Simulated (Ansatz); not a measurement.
# GaH4NO: what the fields show

Input file:

```
crystal:
  periodic: [false, false, false]
  atoms:
    - { symbol: Ga, position_ang: [0.0, 0.0, 0.0] }
    - { symbol: H, position_ang: [1.0752, 0.0, 1.406] }
    - { symbol: O, position_ang: [1.9596, 0.0, 0.3462] }
    - { symbol: H, position_ang: [2.2595, -0.9519, 0.1913] }
    - { symbol: "N", position_ang: [-1.6714, 0.0, -0.965] }
    - { symbol: H, position_ang: [-2.3403, -0.8164, -0.8664] }
    - { symbol: H, position_ang: [-1.9204, 0.8164, -1.5936] }
basis:
  gaussian: { orbitals: def2-SVP }
hamiltonian:
  xc: b3lyp
relax:
  f_tol: 0.15
  max_steps: 25
  restrain:
    - { distance: [1, 2], at: 2.21, k: 30.0 }
    - { distance: [0, 1], at: 1.57, k: 30.0 }
    - { distance: [0, 2], at: 1.79, k: 30.0 }
output:
  orbitals: {}
```

Command:

```sh
ansatz run input.yaml --threads 2 --pin off --max-ram 3072MiB --backend cpu --events-out ev --progress --plain --runs-dir out
```

The fields are those of the run's last geometry, not of the input's.

Not at a stationary point (largest force 1.7 eV/Å).

Theory: RKS B3LYP/def2-SVP in Ansatz.

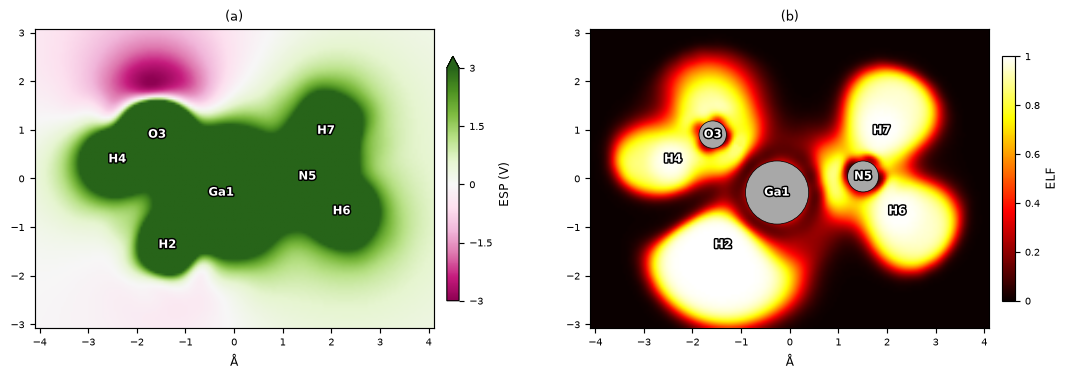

Figure 1. (a) electrostatic potential; (b) electron localisation function on the molecular plane. Grey discs cover the atomic cores in the ELF map.

Q: What do the fields say about this system?

A:
- The plane passes through Ga, H, O and N nuclei.
- Ga–O (1.78 Å): the ELF peaks at about 0.85 in the valence shell of O, 0.6 Å from its nucleus, and is about 0.20 at the midpoint.
- Ga–N (1.80 Å): the ELF peaks at about 0.85 in the valence shell of N, 0.6 Å from its nucleus, and is about 0.35 at the midpoint.
- O–H (0.97 Å): the ELF climbs to about 1 towards the hydrogen, as it does in any bond to H: a covalent bond by its length.
- N–H (1.02 Å): the ELF climbs to about 1 towards the hydrogen; an ordinary covalent bond to hydrogen.
- Ga–H (1.55 Å): the ELF climbs to about 1 towards the hydrogen.
- The ELF also peaks beside O3, away from the bonds: lone-pair regions.
- Outside the dense part of the molecule the potential is most negative (−3.0 V) near O3.

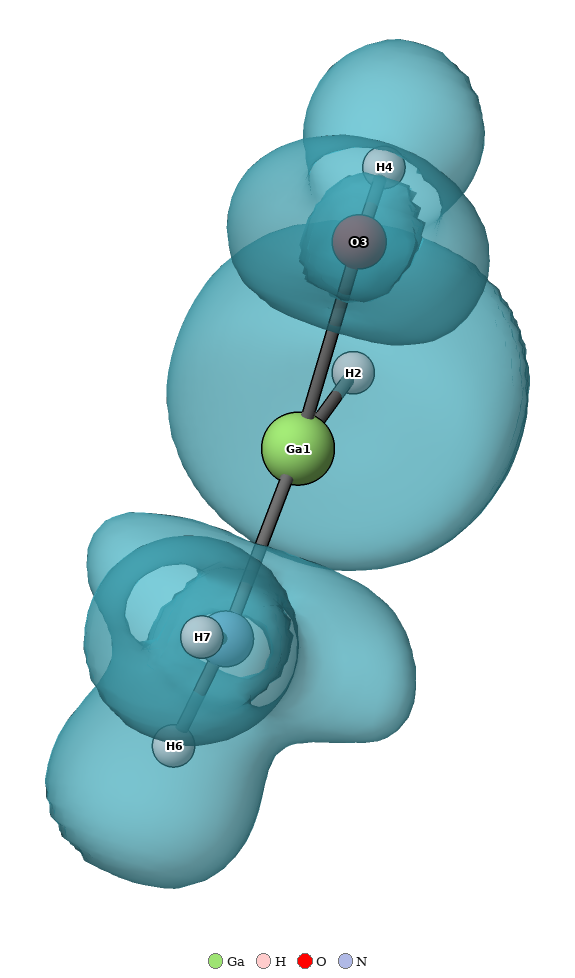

Figure 2. Isosurface of the electron localisation function at 0.75 (cyan), seen at an oblique angle. Core shells and regions of very low density are left out.

Q: Where are the electrons localised?

A: The surface consists of one region around a hydrogen nucleus, one joined region spread over several atoms (H, N), in which their bonds and any lone pairs are merged and one joined region spread over several atoms (H, O), in which their bonds and any lone pairs are merged.

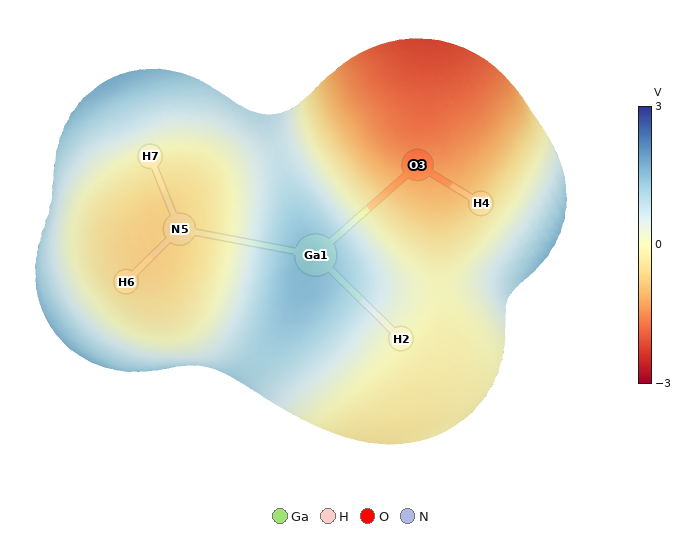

Figure 3. The electrostatic potential painted on the density surface at 0.002 e/bohr³, seen across its widest extent; red is negative and blue positive.

Q: Describe the electrostatic potential map.

A: The most negative region (about −2.1 V) lies over O3, the most positive (about +1.7 V) over H6. O3 is the likeliest acceptor of a hydrogen bond.

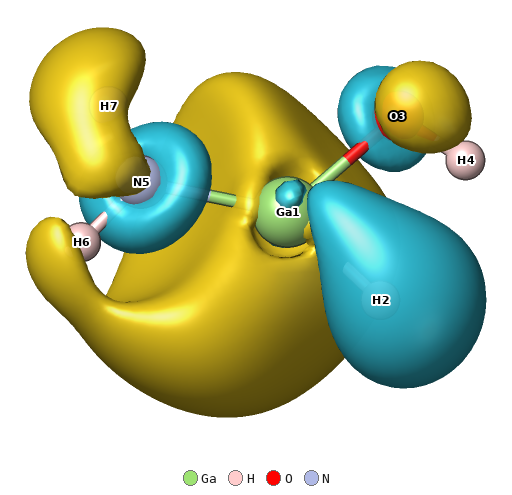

Figure 4. One frontier orbital at ±0.08 Å⁻³ᐟ² (yellow and cyan are the two phases), seen at a tilt.

Q: Which orbital is it: HOMO or LUMO?

A: The LUMO, at −0.27 eV. By Hirshfeld shares it lies mainly on Ga1 (about 60 %), N5 (about 15 %) and H2 (about 10 %).
